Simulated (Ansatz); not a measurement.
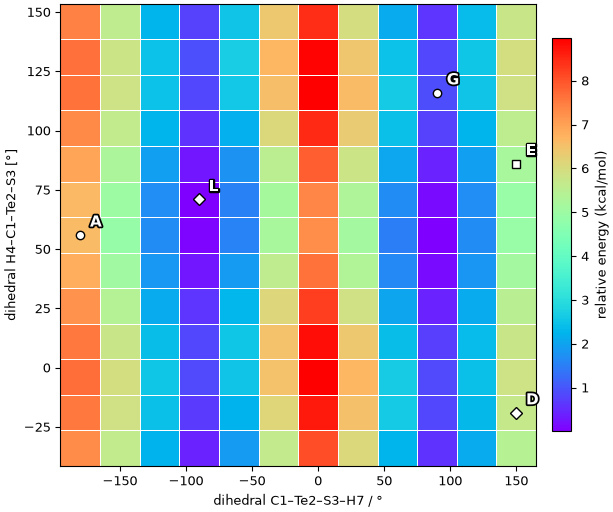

CH₄STe, SMILES C[Te]S. Coordinates scanned: (1) dihedral C1–Te2–S3–H7; (2) dihedral H4–C1–Te2–S3. Nothing is relaxed (all other coordinates rigid). The grid has 12 × 13 points. Energies: kcal/mol, counted from the relaxed molecule at the same level. Method: RKS B3LYP-D4/def2-TZVP in Ansatz.

In the figure: one coloured cell a grid point, lettered points.

Question: Is E the lowest point of the computed grid?

Answer: No. E lies 5.2 kcal/mol above the lowest grid point, which is at dihedral C1–Te2–S3–H7 = 90°, dihedral H4–C1–Te2–S3 = 56°.

Question: What kind of point is each of A, D, E, G, L: minimum, saddle, maximum or slope?

Answer: A: saddle point; D: on a slope; E: on a slope; G: saddle point; L: minimum. (In these two coordinates alone; a stationary point may lie a little off the grid point.)
